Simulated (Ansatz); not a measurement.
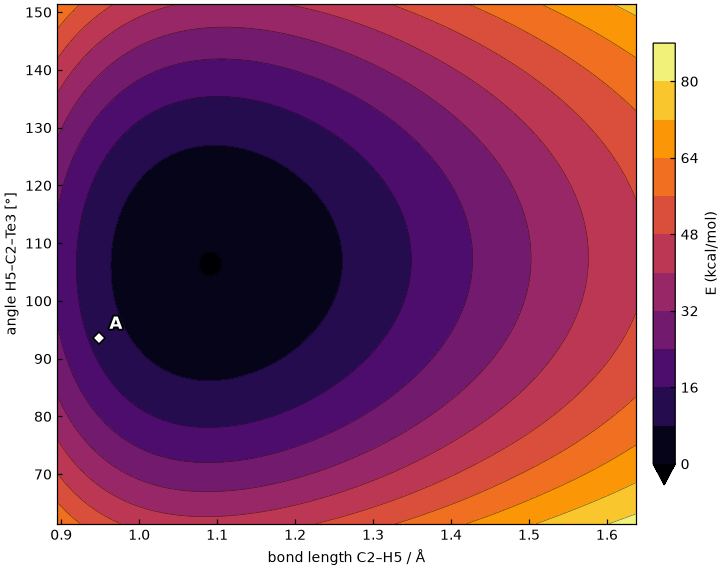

CH₃FTe, SMILES FC[TeH]. First axis: bond length C2–H5. Second axis: angle H5–C2–Te3. Nothing is relaxed (all other coordinates rigid). Grid: 15 × 15 points. All energies are given in kcal/mol relative to the lowest grid point. The reference is spin-restricted, which grows unreliable where a bond is stretched far. The calculation used Ansatz 0.2.0, RKS PBE0-D4/def2-TZVP.

In the figure: filled contours, the point A. Between grid points the surface is interpolated.

> Which way does the force act at A, and how strong is it?

A, at bond length C2–H5 = 0.948 Å, angle H5–C2–Te3 = 93.6°, is not a stationary point. The computed force is 168 kcal/mol for each Å towards larger values of bond length C2–H5 and 0.49 kcal/mol for each degree towards larger values of angle H5–C2–Te3.
